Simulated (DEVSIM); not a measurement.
Structure: Co/Al2O3/n-Ge capacitor, at 400 K.

```csv
layer (left to right),material,thickness (nm),Nd (cm⁻³)
1,Al2O3,7.00,-
2,Ge,660,8.2e17
```

Metal gate on the left, work function 5 eV. Fixed charge at the semiconductor interface 0 cm⁻² (in units of +e); interface traps 3.1e12 cm⁻² eV⁻¹, uniform in energy, neutral level at 0.3 of the gap above the valence band.

The device is made up for the run: typed textbook-type constants, with dimensions and the other settings drawn at random. Values at 300 K; Nc and Nv go as T^1.5, mobilities as T to minus their exponent, the gap by Varshni's rule with the affinity fixed.

```
parameter         Al2O3        Ge
----------------  -----  --------
gap (eV)            6.8     0.664
affinity (eV)      1.35         4
permittivity          9        16
Nc (cm⁻³)             -   1.04e19
Nv (cm⁻³)             -      6e18
Varshni α (eV/K)      -  0.000477
Varshni β (K)         -       235
```

Simulated with DEVSIM: 1D Poisson equation in equilibrium, Boltzmann statistics, complete ionisation; no quantum confinement or tunnelling. Metal contacts follow the ideal Schottky-Mott rule: no Fermi-level pinning, no interface dipoles.

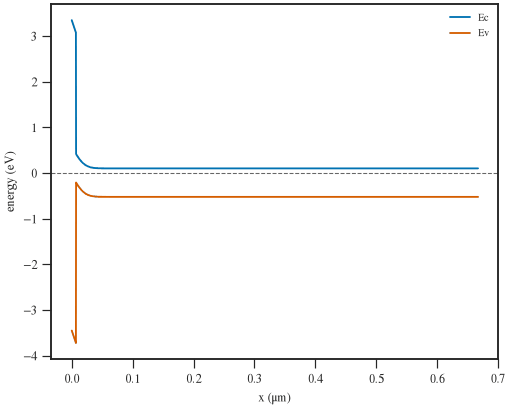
*Band edges at 0.3 V on the gate*

Energies count from the Fermi level of the right contact; mesh points crowd at the junctions.

| x (μm) | Ec (eV) | Ev (eV) | n (cm⁻³) | p (cm⁻³) | field (V/cm) |
|---|---|---|---|---|---|
| 0.000 | 3.350 | -3.450 | < 1e2 | < 1e2 | -400000 |
| 0.0009368 | 3.313 | -3.487 | < 1e2 | < 1e2 | -400000 |
| 0.002371 | 3.255 | -3.545 | < 1e2 | < 1e2 | -400000 |
| 0.004364 | 3.176 | -3.624 | < 1e2 | < 1e2 | -400000 |
| 0.006252 | 3.100 | -3.700 | < 1e2 | < 1e2 | -400000 |
| 0.007124 | 0.418 | -0.206 | 8.7e13 | 2.3e16 | -230000 |
| 0.008284 | 0.392 | -0.232 | 1.8e14 | 1.1e16 | -220000 |
| 0.01153 | 0.326 | -0.298 | 1.2e15 | 1.6e15 | -190000 |
| 0.01666 | 0.242 | -0.382 | 1.4e16 | 1.4e14 | -140000 |
| 0.02571 | 0.151 | -0.473 | 2.0e17 | 1.0e13 | -65000 |
| 0.04360 | 0.106 | -0.518 | 7.5e17 | 2.7e12 | -5200 |
| 0.09371 | 0.102 | -0.522 | 8.2e17 | 2.5e12 | ≈ 0 |
| 0.1728 | 0.102 | -0.522 | 8.2e17 | 2.5e12 | ≈ 0 |
| 0.3231 | 0.102 | -0.522 | 8.2e17 | 2.5e12 | ≈ 0 |
| 0.5159 | 0.102 | -0.522 | 8.2e17 | 2.5e12 | ≈ 0 |
| 0.5880 | 0.102 | -0.522 | 8.2e17 | 2.5e12 | ≈ 0 |
| 0.6260 | 0.102 | -0.522 | 8.2e17 | 2.5e12 | ≈ 0 |
| 0.6460 | 0.102 | -0.522 | 8.2e17 | 2.5e12 | ≈ 0 |
| 0.6586 | 0.102 | -0.522 | 8.2e17 | 2.5e12 | ≈ 0 |
| 0.6631 | 0.102 | -0.522 | 8.2e17 | 2.5e12 | ≈ 0 |
| 0.6655 | 0.102 | -0.522 | 8.2e17 | 2.5e12 | ≈ 0 |
| 0.6670 | 0.102 | -0.522 | 8.2e17 | 2.5e12 | ≈ 0 |
